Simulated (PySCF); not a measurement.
## Electronic structure of C₆H₉FSSi in real space

| atom | x (Å) | y (Å) | z (Å) |
| --- | --- | --- | --- |
| C | -3.2449 | -0.6252 | 0.0115 |
| C | -1.9288 | -0.0338 | 0.0071 |
| C | -0.8268 | 0.4383 | 0.0000 |
| C | 0.5016 | 1.0271 | -0.0045 |
| F | 0.3890 | 2.4042 | 0.2272 |
| C | 1.3776 | 0.4054 | 1.0788 |
| Si | 1.8627 | -1.3150 | 0.4403 |
| S | 1.6134 | -0.8845 | -1.6492 |
| C | 1.1664 | 0.8607 | -1.3722 |
| H | -3.9947 | 0.1469 | 0.1794 |
| H | -3.4374 | -1.1065 | -0.9466 |
| H | -3.3173 | -1.3684 | 0.8049 |
| H | 0.8380 | 0.3802 | 2.0239 |
| H | 2.2544 | 1.0406 | 1.2180 |
| H | 0.9174 | -2.3523 | 0.8288 |
| H | 3.2531 | -1.6375 | 0.7332 |
| H | 0.4944 | 1.1603 | -2.1754 |
| H | 2.0731 | 1.4657 | -1.4167 |

Geometry: GFN2-xTB.

Level of theory: PySCF 2.14.0, PBE0/pcSseg-1, SCF density, gas phase, non-relativistic.

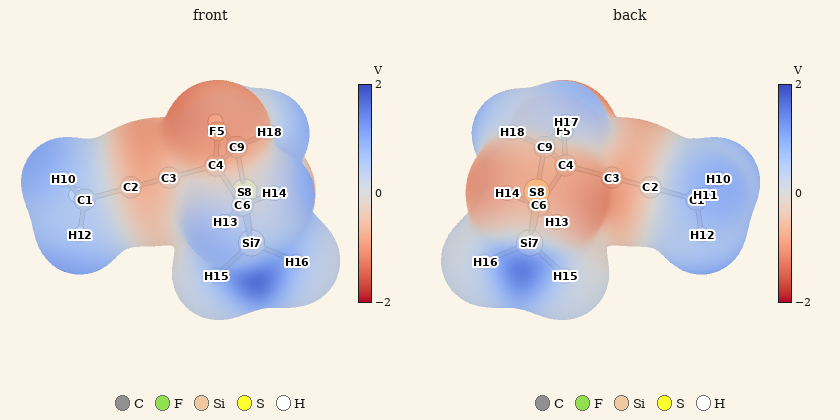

Figure 1. The electrostatic potential painted on the density surface at 0.002 e/bohr³, seen from the front and from behind; red is negative and blue positive.

> Which sites attract a positive test charge, and which a negative one?

A positive charge is drawn to the negative regions and a negative charge to the positive ones. The most negative region (about −1.2 V, or −28 kcal/mol for a unit charge) lies over F5 and S8, the most positive (about +1.5 V, or +35 kcal/mol for a unit charge) over Si7.

> What dipole moment does the calculation give?

Its dipole moment is 2.02 D.

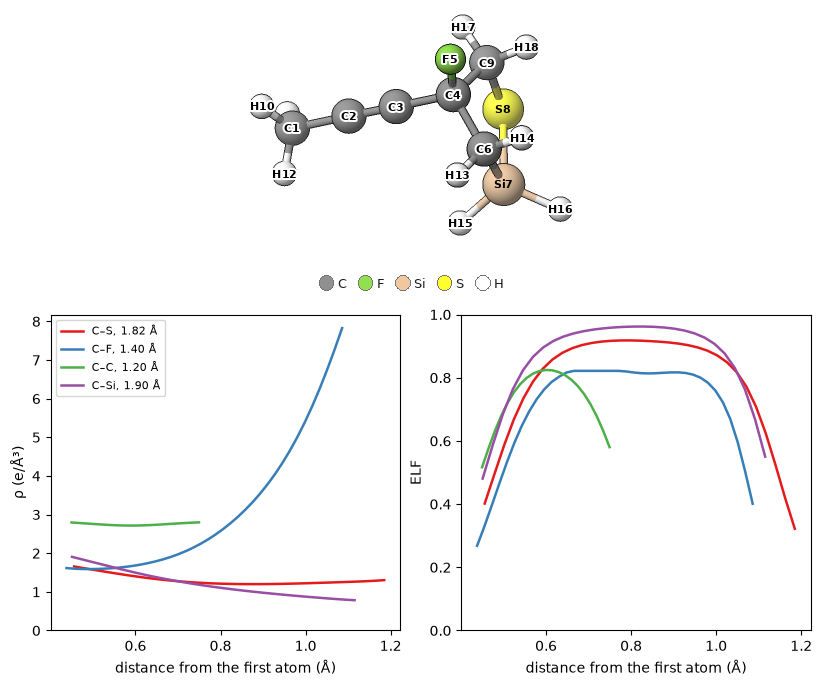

Figure 2. Total electron density and ELF along straight lines between neighbouring atoms. The curves leave out the atomic cores. The structure is drawn too.

> What can be read from the curves?

C–S (1.82 Å): ρ is about 1.2 e/Å³ halfway; the ELF peaks at about 0.90 between the atoms: a shared electron pair.
C–F (1.40 Å): ρ at the midpoint is about 2 e/Å³, with its minimum of 1.6 e/Å³ about 0.5 Å from C; the ELF peaks at about 0.80 between the atoms (a shared but strongly polarised pair).
C–C (1.20 Å): ρ at the midpoint is about 2.7 e/Å³; the ELF peaks at about 0.80 between the atoms: a short, multiple covalent bond.
C–Si (1.90 Å): ρ at the midpoint is about 0.93 e/Å³; the ELF peaks at about 0.95 between the atoms, as expected for localised, covalent bonding.
